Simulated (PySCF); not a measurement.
**PH3 (phosphine) at SCS-MP2/DZVP**

Aim: the vertical ionisation energy of PH3 (phosphine) at SCS-MP2/DZVP, from 2 runs. The job is set up through a Python script.

Program for the calculation: PySCF 2.14.0.

4 further runs of the same task are left out: 4 set aside as unsound or not needed.

### Step 1. The molecule

The species is PH3 (4 atoms), meant as a singlet with charge 0. As SMILES, `P`. The coordinates come from a PBE0-D4/def2-TZVP relaxation.

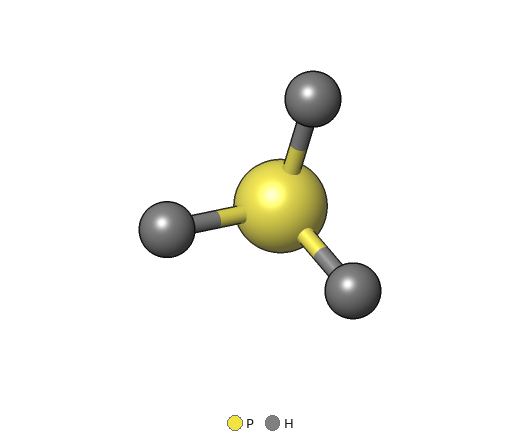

The structure, seen from a chosen angle (phosphorus yellow, hydrogen grey).

### Step 2. A single-point energy at SCS-MP2/DZVP

The input, calc.py:

```python
from pyscf import gto, scf, mp

system = gto.M(
    atom='''
P      0.346000    -0.326500    -0.332800
H      0.630900    -0.034000     1.027000
H     -1.005500    -0.663000    -0.057200
H      0.028700     1.023500    -0.636900
''',
    max_memory=1860,
    verbose=4,
    basis='dzvp',
    spin=0,
)

hf = scf.RHF(system)
hf.kernel()

pt = mp.MP2(hf).run()
etot = hf.e_tot + 1.2 * pt.e_corr_os + pt.e_corr_ss / 3
print('E(%s) = %.9f' % ('SCS-MP2', etot))
hf.analyze()
```

Started as:

```sh
$ OMP_NUM_THREADS=1 python calc.py
```

The program printed:

```text
PySCF version 2.14.0

[INPUT] num. atoms = 4
[INPUT] num. electrons = 18
[INPUT] charge = 0
[INPUT] spin (= nelec alpha-beta = 2S) = 0
[INPUT] symmetry False subgroup None
[INPUT] Mole.unit = angstrom
[INPUT] Symbol           X                Y                Z      unit          X                Y                Z       unit  Magmom
[INPUT]  1 P      0.346000000000  -0.326500000000  -0.332800000000 AA    0.653845239100  -0.616995579670  -0.628900854255 Bohr   0.0
[INPUT]  2 H      0.630900000000  -0.034000000000   1.027000000000 AA    1.192228211988  -0.064250688235   1.940748729928 Bohr   0.0
[INPUT]  3 H     -1.005500000000  -0.663000000000  -0.057200000000 AA   -1.900119618250  -1.252888420587  -0.108092334325 Bohr   0.0
[INPUT]  4 H      0.028700000000   1.023500000000  -0.636900000000 AA    0.054235139775   1.934134688492  -1.203566568735 Bohr   0.0

nuclear repulsion = 17.5426218499292
number of shells = 14
number of NR pGTOs = 56
number of NR cGTOs = 24
basis = dzvp
ecp = {}

[... 35 lines left out ...]
converged SCF energy = -342.40603456551
[... 10 lines left out ...]
Nuclear Repulsion Energy =              17.542621849929215
[... 1 line left out ...]
Two-electron Energy =                  148.083457141958206
[... 1 line left out ...]
DFT Exchange-Correlation Energy =      -23.581998030059708
[... 3 lines left out ...]
MO #2   energy= -7.49134404666245  occ= 2
[... 1 line left out ...]
MO #4   energy= -5.39535794351111  occ= 2
[... 1 line left out ...]
MO #6   energy= -0.858995444541016 occ= 2
[... 1 line left out ...]
MO #8   energy= -0.523163086348117 occ= 2
[... 1 line left out ...]
MO #10  energy= 0.154680645635326  occ= 0
[... 1 line left out ...]
MO #12  energy= 0.243309462669169  occ= 0
[... 1 line left out ...]
MO #14  energy= 0.374365771937553  occ= 0
[... 1 line left out ...]
MO #16  energy= 0.687491634267821  occ= 0
MO #17  energy= 0.859105621217434  occ= 0
MO #18  energy= 0.859122302425112  occ= 0
MO #19  energy= 0.90678689039051   occ= 0
MO #20  energy= 0.906791452588986  occ= 0
MO #21  energy= 0.923785147187161  occ= 0
MO #22  energy= 1.10977097158656   occ= 0
MO #23  energy= 1.44200264984526   occ= 0
MO #24  energy= 1.44208044536648   occ= 0
 ** Mulliken pop on meta-lowdin orthogonal AOs  **
 ** Mulliken pop  **
pop of  0 P 1s            1.99998
pop of  0 P 2s            1.99783
pop of  0 P 3s            1.57065
pop of  0 P 4s            0.00350
pop of  0 P 2px           1.99999
pop of  0 P 2py           1.99999
pop of  0 P 2pz           1.99999
pop of  0 P 3px           1.10920
pop of  0 P 3py           1.08518
pop of  0 P 3pz           1.09273
pop of  0 P 4px           0.00955
pop of  0 P 4py           0.00998
pop of  0 P 4pz           0.00984
pop of  0 P 3dxy          0.00394
pop of  0 P 3dyz          0.00332
pop of  0 P 3dz^2         0.01592
pop of  0 P 3dxz          0.00295
pop of  0 P 3dx2-y2       0.01511
pop of  1 H 1s            1.01953
pop of  1 H 2s            0.00393
pop of  2 H 1s            1.01953
pop of  2 H 2s            0.00393
pop of  3 H 1s            1.01952
pop of  3 H 2s            0.00393
 ** Mulliken atomic charges  **
charge of    0P =      0.07036
charge of    1H =     -0.02346
charge of    2H =     -0.02345
charge of    3H =     -0.02345
Dipole moment(X, Y, Z, Debye): -0.44265,  0.41784,  0.42559
```

Run time: 0.6 s. Hardware: 1 thread of Arm Neoverse V2, shared host; peak memory 0.12 GiB.

### Step 3. The doublet cation

The input, run.py:

```python
from pyscf import gto, mp

molecule = gto.Mole()
molecule.atom = '''
P      0.346000    -0.326500    -0.332800
H      0.630900    -0.034000     1.027000
H     -1.005500    -0.663000    -0.057200
H      0.028700     1.023500    -0.636900
'''
molecule.max_memory = 1860
molecule.basis = 'dzvp'
molecule.charge = 1
molecule.verbose = 4
molecule.spin = 1
molecule.build()

mf = molecule.UHF()
mf.kernel()
if not mf.converged:
    mf = mf.newton().run(mf.mo_coeff, mf.mo_occ)

pt = mp.MP2(mf).run()
e_final = mf.e_tot + 1.2 * pt.e_corr_os + pt.e_corr_ss / 3
print('E(%s) = %.9f' % ('SCS-MP2', e_final))
mf.analyze()
```

Started as:

```sh
$ OMP_NUM_THREADS=1 python run.py
```

The program printed:

```text
PySCF version 2.14.0

[INPUT] num. atoms = 4
[INPUT] num. electrons = 17
[INPUT] charge = 1
[INPUT] spin (= nelec alpha-beta = 2S) = 1
[INPUT] symmetry False subgroup None
[INPUT] Mole.unit = angstrom
[INPUT] Symbol           X                Y                Z      unit          X                Y                Z       unit  Magmom
[INPUT]  1 P      0.346000000000  -0.326500000000  -0.332800000000 AA    0.653845239100  -0.616995579670  -0.628900854255 Bohr   0.0
[INPUT]  2 H      0.630900000000  -0.034000000000   1.027000000000 AA    1.192228211988  -0.064250688235   1.940748729928 Bohr   0.0
[INPUT]  3 H     -1.005500000000  -0.663000000000  -0.057200000000 AA   -1.900119618250  -1.252888420587  -0.108092334325 Bohr   0.0
[INPUT]  4 H      0.028700000000   1.023500000000  -0.636900000000 AA    0.054235139775   1.934134688492  -1.203566568735 Bohr   0.0

nuclear repulsion = 17.5426218499292
number of shells = 14
number of NR pGTOs = 56
number of NR cGTOs = 24
basis = dzvp
ecp = {}

[... 61 lines left out ...]
converged SCF energy = -342.055034832509  <S^2> = 0.75327167  2S+1 = 2.003269
[... 9 lines left out ...]
Total Energy =                        -342.055034832509364
Nuclear Repulsion Energy =              17.542621849929215
One-electron Energy =                 -502.058913464251532
Two-electron Energy =                  142.461256781812978
Two-electron Coulomb Energy =          165.798301698630098
DFT Exchange-Correlation Energy =      -23.337044916817121
[... 3 lines left out ...]
MO #1   energy= -80.3192359474667  | -80.3094409453903  occ= 1 | 1
MO #2   energy= -7.84858011896879  | -7.83532181753766  occ= 1 | 1
MO #3   energy= -5.76238991318848  | -5.74300097412957  occ= 1 | 1
[... 1 line left out ...]
MO #24  energy= 1.13195726228433   | 1.15153900059154   occ= 0 | 0
[... 11 lines left out ...]
spin_pop of  0 P 2pz       0.00001
spin_pop of  0 P 3px       0.27261
spin_pop of  0 P 3py       0.24488
spin_pop of  0 P 3pz       0.25358
spin_pop of  0 P 4px       0.00272
spin_pop of  0 P 4py       0.00248
spin_pop of  0 P 4pz       0.00256
spin_pop of  0 P 3dxy      0.00013
spin_pop of  0 P 3dyz      0.00017
spin_pop of  0 P 3dz^2    -0.00237
spin_pop of  0 P 3dxz      0.00027
spin_pop of  0 P 3dx2-y2   -0.00229
spin_pop of  1 H 1s        0.01403
spin_pop of  1 H 2s        0.00041
spin_pop of  2 H 1s        0.01405
spin_pop of  2 H 2s        0.00041
spin_pop of  3 H 1s        0.01407
spin_pop of  3 H 2s        0.00041
 ** Mulliken Spin Density (per atom)  **
spin density of  0 P =      0.95663
spin density of  1 H =      0.01444
spin density of  2 H =      0.01445
spin density of  3 H =      0.01448
 ** Mulliken pop alpha/beta on meta-lowdin orthogonal AOs **
 ** Mulliken pop       alpha | beta **
pop of  0 P 1s        0.99999 | 0.99994
pop of  0 P 2s        0.99870 | 0.99291
pop of  0 P 3s        0.78956 | 0.61449
[... 21 lines of this table left out ...]
In total             9.00000 | 8.00000
 ** Mulliken atomic charges   ( Nelec_alpha | Nelec_beta ) **
charge of  0P =      0.69775  (     7.62944      6.67281 )
charge of  1H =      0.10074  (     0.45685      0.44241 )
charge of  2H =      0.10075  (     0.45685      0.44240 )
charge of  3H =      0.10076  (     0.45686      0.44238 )

WARN: System has nonzero charge 1; the dipole moment is origin-dependent.
Location of origin: [0. 0. 0.]

Dipole moment(X, Y, Z, Debye):  1.36076, -1.28402, -1.30888
```

It took 0.64 s on 1 thread of Arm Neoverse V2, shared host; peak memory 0.12 GiB.

### Step 4. Results

At SCS-MP2/DZVP:

```
                                                                  quantity          value
                                                 singlet PH3: total energy  -342.52080 Eh
                         singlet PH3: dipole moment (Hartree–Fock density)         0.74 D
                          singlet PH3: HOMO energy (Hartree–Fock orbitals)      -10.61 eV
                          singlet PH3: LUMO energy (Hartree–Fock orbitals)        4.21 eV
                        singlet PH3: HOMO–LUMO gap (Hartree–Fock orbitals)       14.82 eV
                                           singlet PH3: correlation energy     -114.8 mEh
                                              doublet cation: total energy  -342.14969 Eh
doublet cation: HOMO energy (Hartree–Fock orbitals) (highest over α and β)      -21.25 eV
 doublet cation: LUMO energy (Hartree–Fock orbitals) (lowest over α and β)       -8.60 eV
                                        doublet cation: correlation energy      -94.7 mEh
                         doublet cation: ⟨S²⟩ of the reference determinant          0.753
                        vertical ionisation energy (to the doublet cation)      10.098 eV
```

In words: The vertical ionisation energy comes to 10.10 eV (233 kcal/mol).
